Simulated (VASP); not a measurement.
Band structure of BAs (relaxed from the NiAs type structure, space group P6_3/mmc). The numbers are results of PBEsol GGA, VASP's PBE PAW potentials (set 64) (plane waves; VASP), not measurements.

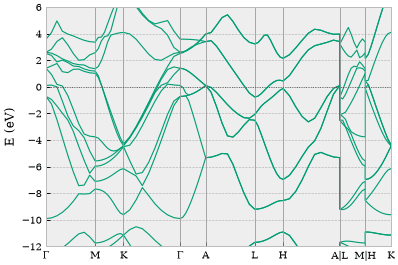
Bands along high-symmetry lines, zero at the valence-band maximum or, without a gap, the Fermi level

**Question.** Read the plot: is there a gap, and where are the band edges?

**Answer.** It has no gap at this level: it comes out as a metal or semimetal. (Edges off the drawn lines would not show.)

The structure was generated: BAs was put into the NiAs type type (P6_3/mmc), which need not be its known phase. It was relaxed first, which changed the volume by +20 %.
